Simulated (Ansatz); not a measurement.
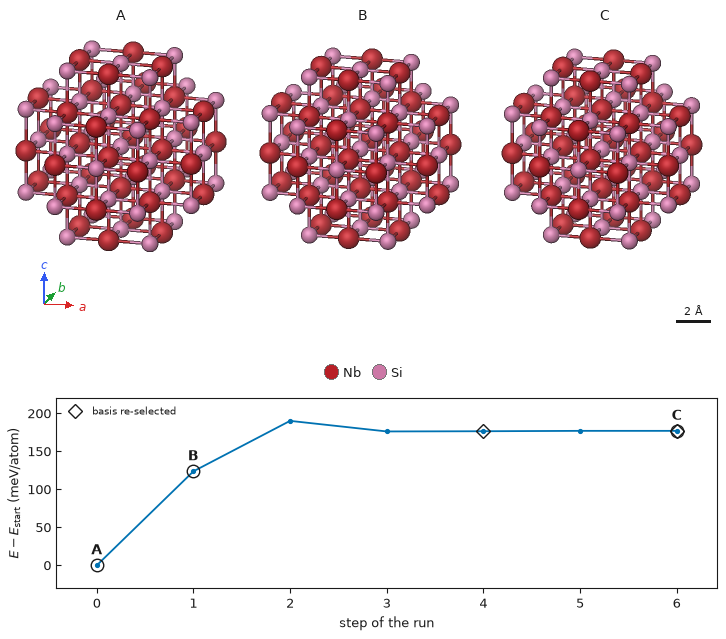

Frames of a relaxation of a crystal of NbSi (a generated structure, set up in Fm-3m), marked on the history of the run. Style: ball-and-stick. Shown: the conventional cell (4 times the calculation's cell), slightly off an axis. Lengths and directions refer to the drawn axes.

The run lets cell and atoms move.

These are results of Kohn-Sham DFT of a periodic cell, PBEsol, Ansatz PAW in Ansatz, not measurements.

The input:
```yaml
crystal:
  lattice:
    - [0.0, 2.57383, 2.57383]
    - [2.57383, 0.0, 2.57383]
    - [2.57383, 2.57383, 0.0]
  atoms:
    - { symbol: Nb, position: [0.0, 0.0, 0.0] }
    - { symbol: Si, position: [0.5, 0.5, 0.5] }
hamiltonian:
  xc: pbesol
  pseudopotentials: { kind: paw }
kpoints:
  mp_grid: { grid: [9, 9, 9] }
scf:
  occupations: { method: fermi_dirac, width: 0.05 }
output:
  forces: true
  stress: true
  eigenvalues: true
  write_density: true
  write_potential: true
  elf: true
  volumetric_format: npy
relax:
  f_tol: 0.01
  max_steps: 40
  cell: { stress_tol: 0.05, p_target: 30.0 }
```

Launched with:
```bash
ansatz run input.yaml --threads 2 --pin off --max-ram 5632MiB --backend cpu --events-out ev --progress --plain --runs-dir out
```

### What happens along the run?

The atoms keep their places relative to the cell (all moves are under 0.005 Å). Cell: a = b = c 5.148 → 4.862 Å (−5.6 %). Volume −15.8 %. Among the contacts that change: Nb–Si 2.574 → 2.431 Å. The space group stays Fm-3m (No. 225). After 4 accepted moves (6 points after the start) the energy has risen by 177 meV per atom. With the target pressure of 30 GPa, the enthalpy E + pV changes by −326 meV per atom. All forces vanish by symmetry, so only the cell relaxes. The pressure goes from −4.37 to 30.00 GPa. The SCF was repeated twice at an unchanged geometry on a basis and grid sized afresh for the cell, which shifted the energy by 0.3 meV per atom at most. Cost: 2.5 s on 2 threads of Intel(R) Xeon(R) 6975P-C (Granite Rapids), with other jobs on the host, peak memory 0.34 GiB. From step 0 to 1: volume −13.9 %, energy +124 meV per atom. From step 1 to 6: volume −2.1 %, energy +53.3 meV per atom.

```json
{"step": "0", "E − E(0), meV/atom": "0.00", "pressure, GPa": "-4.37", "volume, Å³/atom": "17.051", "note": ""}
{"step": "1", "E − E(0), meV/atom": "123.77", "pressure, GPa": "24.45", "volume, Å³/atom": "14.677", "note": ""}
{"step": "2", "E − E(0), meV/atom": "190.22", "pressure, GPa": "31.34", "volume, Å³/atom": "14.294", "note": ""}
{"step": "3", "E − E(0), meV/atom": "176.29", "pressure, GPa": "29.96", "volume, Å³/atom": "14.366", "note": ""}
{"step": "4", "E − E(0), meV/atom": "176.56", "pressure, GPa": "29.95", "volume, Å³/atom": "14.366", "note": "same geometry, new basis"}
{"step": "5", "E − E(0), meV/atom": "177.07", "pressure, GPa": "30.00", "volume, Å³/atom": "14.364", "note": ""}
{"step": "6", "E − E(0), meV/atom": "177.07", "pressure, GPa": "30.00", "volume, Å³/atom": "14.364", "note": "same geometry, new basis"}
```
